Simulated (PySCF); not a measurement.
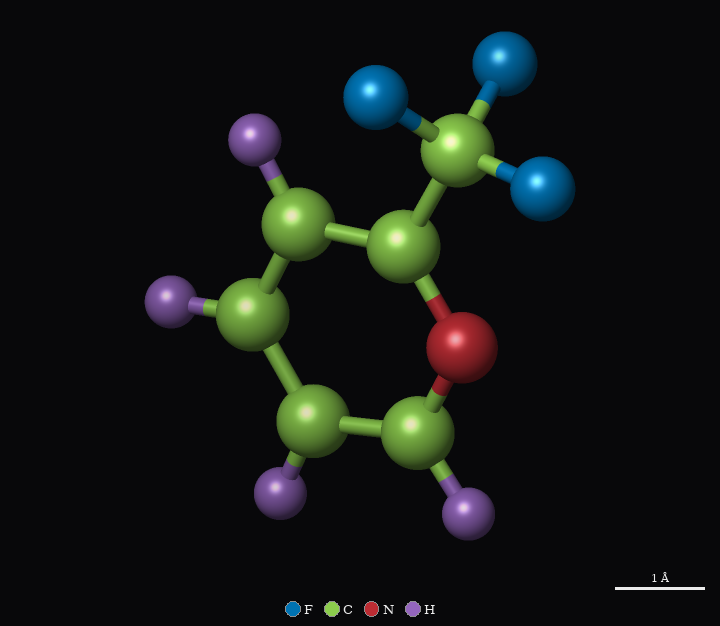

The picture shows a molecular structure as a ball-and-stick model. Every bond is drawn as one stick, whatever its order.

The computed structure is the end point of a GFN2-xTB optimisation. No frequency run is at hand to confirm it as a minimum.

Identify the structure.

Formula C₆H₄F₃N. As SMILES it reads `FC(F)(F)c1ccccn1`. Independent rings (smallest set): 1 of 6 members, 1 of them aromatic. Among its groups: C–F bond. This geometry has C1 symmetry. Coordination: 1 C tetrahedral; 5 C trigonal planar; 1 N bent.

The parts below concern this one geometry. Atoms keep their numbers from picture to picture.

### Geometry

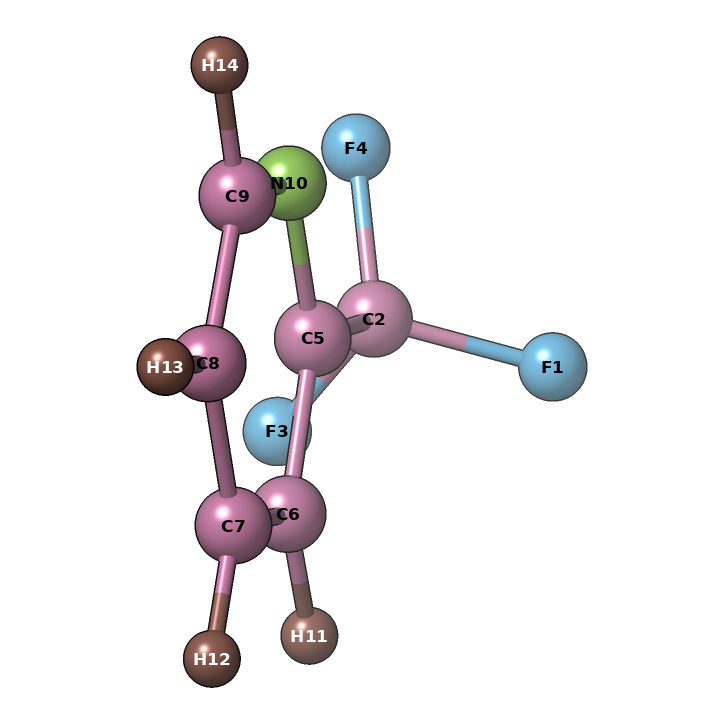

C2 lies behind C5. The molecule seen a little off the C5–C2 bond, C5 in front. Distant atoms are faded towards the background colour. No frequency run is at hand to confirm it as a minimum.

What is the torsion angle N10–C5–C2–F1? The sign is positive where the front bond must turn clockwise to cover the back bond.

Answer. 107°, anticlinal.

### Bond orders

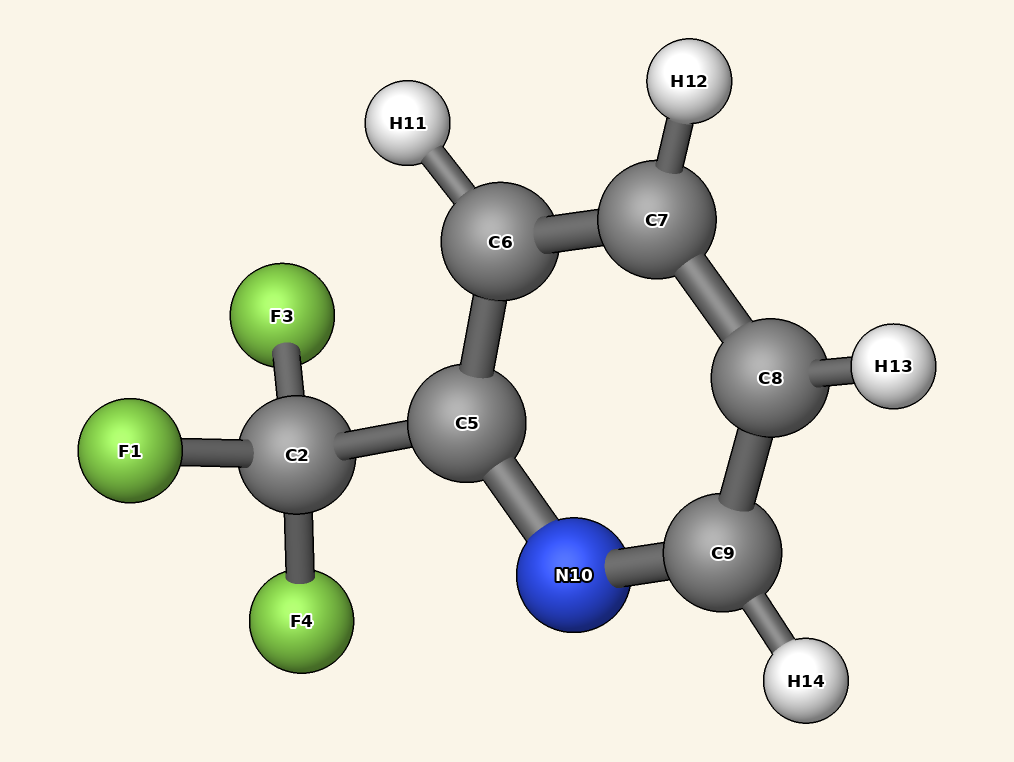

The thickness of each stick grows with its Mayer bond order. No frequency run is at hand to confirm it as a minimum. Computed with PBE0/pcSseg-1 (PySCF 2.14.0).

List the Mayer bond orders of F1–C2, C2–F3, C2–F4, C2–C5, C5–C6, C5–N10, C6–C7, C6–H11, C7–C8, C7–H12, C8–C9, C8–H13, C9–N10, C9–H14.

```
  bond  Mayer order  length (Å)
 F1–C2         0.99       1.348
 C2–F3         0.99       1.347
 C2–F4         1.03       1.330
 C2–C5         0.99       1.511
 C5–C6         1.30       1.389
C5–N10         1.51       1.321
 C6–C7         1.44       1.387
C6–H11         0.96       1.078
 C7–C8         1.43       1.386
C7–H12         0.97       1.080
 C8–C9         1.39       1.388
C8–H13         0.96       1.078
C9–N10         1.49       1.320
C9–H14         0.97       1.081
```

### Excitation

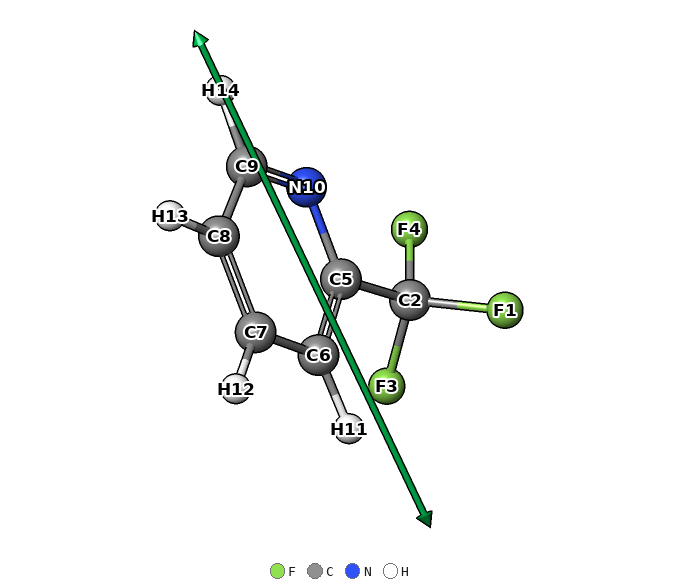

The double arrow shows the direction of the transition dipole to excited singlet state 5 (its length means nothing). No frequency run is at hand to confirm it as a minimum. Method: TDDFT PBE0/def2-SVPD, vertical, gas phase, core orbitals frozen in the response (PySCF 2.14.0).

How is the transition polarised?

Answer. Nearly parallel to the C7–C8 bond.

Where does the transition lie, and how strong is it?

Answer. 7.39 eV (168 nm), oscillator strength 0.48, of mixed character, with the largest part HOMO−2 → LUMO (weight 0.43); transition dipole 4.15 D.

### NMR shielding

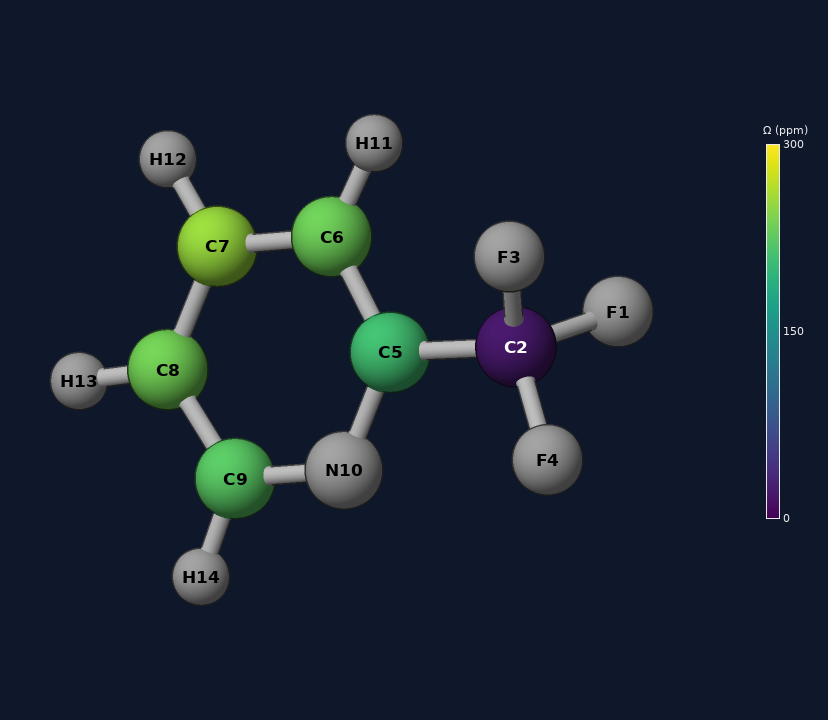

The C atoms are coloured by the span of their shielding tensor. No frequency run is at hand to confirm it as a minimum. Properties computed with GIAO PBE0/pcSseg-1 NMR shielding, non-relativistic, gas phase (PySCF 2.14.0). Principal shieldings σ11 ≤ σ22 ≤ σ33, span Ω = σ33 − σ11, skew κ = 3(σiso − σ22)/Ω.

Give the shielding tensors of the C atoms.

```
atom    σ11   σ22    σ33  σiso      Ω     κ
  C2   46.5  51.6   67.4  55.2   20.9  0.51
  C5  −72.2  28.7  136.7  31.1  208.9  0.03
  C6  −50.9  43.7  182.3  58.4  233.2  0.19
  C7  −70.9  18.9  183.3  43.7  254.2  0.29
  C8  −57.0  45.1  179.5  55.9  236.5  0.14
  C9  −74.3  21.6  149.0  32.1  223.3  0.14
```

Shieldings and span in ppm.
